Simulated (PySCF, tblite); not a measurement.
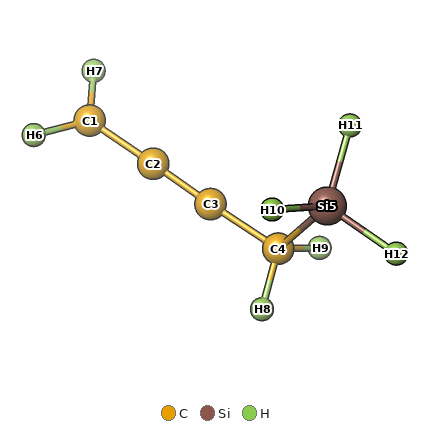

First-order isotropic EPR spectrum (fast tumbling, first derivative) of C₄H₇Si, SMILES [CH2]C#CC[SiH3], doublet at 9.75 GHz, Lorentzian lines of 0.06 mT full width at half height, from computed g and hyperfine couplings (B3LYP/pcH-1, PySCF 2.14.0, at a GFN2-xTB geometry (a minimum by its frequencies), gas phase); values of one conformer, averaged over methyl-type rotors alone; no vibrational averaging; dilute isotopes left out. The SMILES is one Lewis form and needn't show where the spin sits.

> Give g and the hyperfine couplings.

g_iso = 2.0027, which centres the spectrum at 347.8 mT; it spans 6.2 mT.

```tsv
nuclei	isotope	a (mT)	a (MHz)
H6, H7	¹H	−1.82	−51.0
H8, H9	¹H	1.05	29.5
H10, H11, H12	¹H	0.15	4.1
```

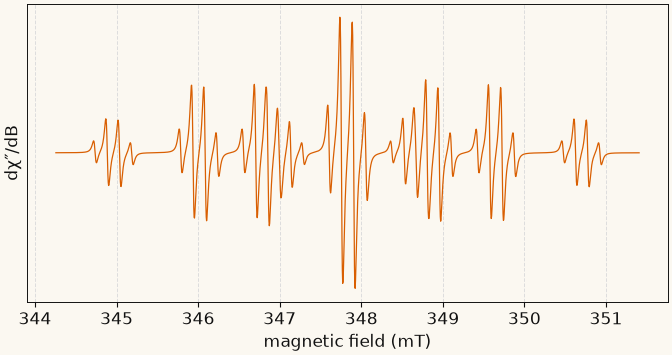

Note: the tight-binding geometry is rougher than a DFT one and adds to the error.
